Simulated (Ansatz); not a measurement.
Input file:

```
crystal:
  periodic: [false, false, false]
  atoms:
    - {symbol: Sn, position_ang: [-4.312655, -1.145336, -2.174384]}
    - {symbol: Sn, position_ang: [-4.325101, 2.191189, 1.107347]}
    - {symbol: Sn, position_ang: [-1.040041, -1.157544, -5.472573]}
    - {symbol: Sn, position_ang: [-0.899242, -4.062976, -1.999652]}
    - {symbol: Sn, position_ang: [-1.050970, -0.921456, 1.049317]}
    - {symbol: Sn, position_ang: [1.997499, -4.063485, 0.893842]}
    - {symbol: Sn, position_ang: [2.139764, -0.976477, -2.143743]}
    - {symbol: Sn, position_ang: [2.172926, -1.146039, 4.308860]}
    - {symbol: Sn, position_ang: [-1.057150, 2.182265, -2.173786]}
    - {symbol: Sn, position_ang: [-1.082502, 5.448750, 1.081128]}
    - {symbol: Sn, position_ang: [2.172073, 2.182634, 1.053055]}
    - {symbol: Sn, position_ang: [-1.109255, 2.190081, 4.322553]}
    - {symbol: Sn, position_ang: [5.470068, -1.158636, 1.035422]}
    - {symbol: Sn, position_ang: [-2.613640, -2.708840, -3.757006]}
    - {symbol: Sn, position_ang: [-2.762307, 0.591557, -0.602207]}
    - {symbol: Sn, position_ang: [-2.695064, 3.824573, 2.693387]}
    - {symbol: Sn, position_ang: [0.487141, 0.534755, -3.843194]}
    - {symbol: As, position_ang: [0.535693, -2.370709, -0.539252]}
    - {symbol: Sn, position_ang: [0.601491, 0.592169, 2.759199]}
    - {symbol: Sn, position_ang: [3.754368, -2.709771, 2.609065]}
    - {symbol: Sn, position_ang: [3.840310, 0.533895, -0.491267]}
    - {symbol: Sn, position_ang: [0.534687, 3.822127, -0.537810]}
    - {symbol: H, position_ang: [-5.343013, -0.218054, -3.187779]}
    - {symbol: H, position_ang: [-5.271407, -2.155383, -1.170513]}
    - {symbol: H, position_ang: [-5.292964, 1.150925, 2.073795]}
    - {symbol: H, position_ang: [-5.360475, 3.122309, 0.101154]}
    - {symbol: H, position_ang: [-2.055594, -0.227229, -6.495438]}
    - {symbol: H, position_ang: [-0.023294, -2.158402, -6.424771]}
    - {symbol: H, position_ang: [-1.676896, -4.989621, -0.779350]}
    - {symbol: H, position_ang: [0.341686, -5.011293, -2.716372]}
    - {symbol: H, position_ang: [-1.858288, -2.219080, 1.858049]}
    - {symbol: H, position_ang: [0.778119, -4.992422, 1.670134]}
    - {symbol: H, position_ang: [2.715344, -5.009395, -0.348245]}
    - {symbol: H, position_ang: [2.926574, -2.297104, -2.930848]}
    - {symbol: H, position_ang: [1.168135, -2.155572, 5.267218]}
    - {symbol: H, position_ang: [3.187161, -0.220110, 5.339605]}
    - {symbol: H, position_ang: [-2.062669, 3.158984, -3.180540]}
    - {symbol: H, position_ang: [-2.054878, 6.444649, 0.075996]}
    - {symbol: H, position_ang: [-0.076504, 6.443506, 2.053793]}
    - {symbol: H, position_ang: [3.179802, 3.159392, 2.057531]}
    - {symbol: H, position_ang: [-2.075588, 1.148064, 5.288720]}
    - {symbol: H, position_ang: [-0.103886, 3.120278, 5.359531]}
    - {symbol: H, position_ang: [6.421824, -2.159379, 0.018112]}
    - {symbol: H, position_ang: [6.493375, -0.228385, 2.050596]}
    - {symbol: H, position_ang: [-3.451370, -3.964527, -4.586663]}
    - {symbol: H, position_ang: [-3.699343, 4.798756, 3.698568]}
    - {symbol: H, position_ang: [1.594122, 1.480532, -4.767198]}
    - {symbol: H, position_ang: [4.584026, -3.965777, 3.446284]}
    - {symbol: H, position_ang: [4.764328, 1.478635, -1.599134]}
    - {symbol: H, position_ang: [1.558977, 4.756980, -1.563133]}
basis:
  gaussian: {orbitals: def2-TZVP, fitting: {mean_field: def2-universal-jkfit}, initial_orbitals: start.molden}
total_charge: 1
hamiltonian: {xc: pbe0, dispersion: d4}
scf: {omitted_lower_state_checks: [starts]}
output: {forces: true, orbitals: {seedname: orbitals}}
```

Launched as:

```sh
ansatz run in.yaml --threads 11 --pin off --events-out ev --progress --plain --max-ram 120832MiB --backend cuda --devices 0, --max-vram 75GiB
```

Geometry: r2SCAN-D4/def2-SVP; core potentials replace the inner electrons of Sn.

Method: RKS PBE0-D4/def2-TZVP in Ansatz.

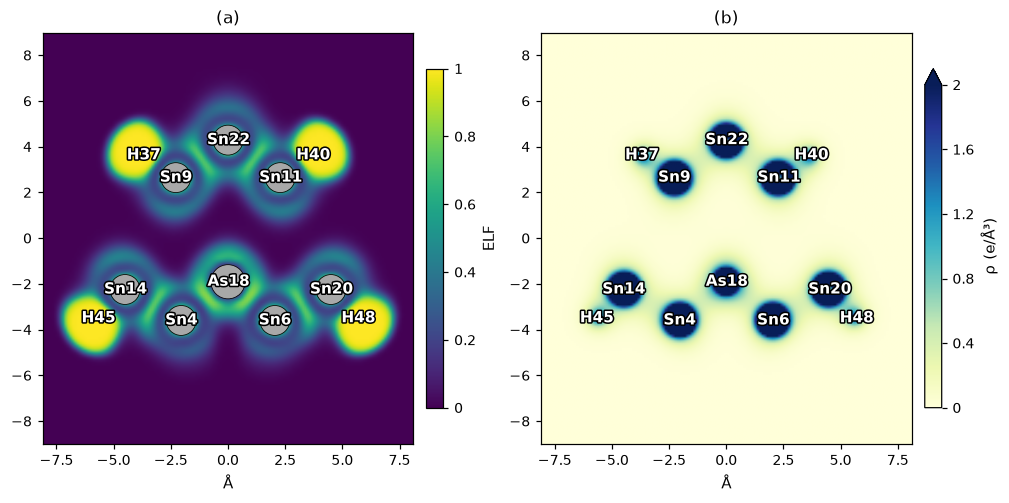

AsH28Sn21 (Sn22H28 ring sphere) (charge +1). (a) ELF; (b) electron density on the plane of atoms Sn4, As18 and Sn6. Grey discs cover the atomic cores in the ELF map.

> Describe what can be read from this map.

The plane passes through Sn, As and H nuclei. Sn–As (2.66 Å): ρ is about 0.43 e/Å³ halfway; the ELF peaks at about 0.80 between the atoms: localised, covalent bonding. Sn–Sn (2.80 Å): ρ at the midpoint is about 0.39 e/Å³; the ELF peaks at about 0.75 between the atoms. Sn–H (1.73 Å): ρ is about 1.1 e/Å³ halfway; the ELF climbs to about 1 towards the hydrogen.
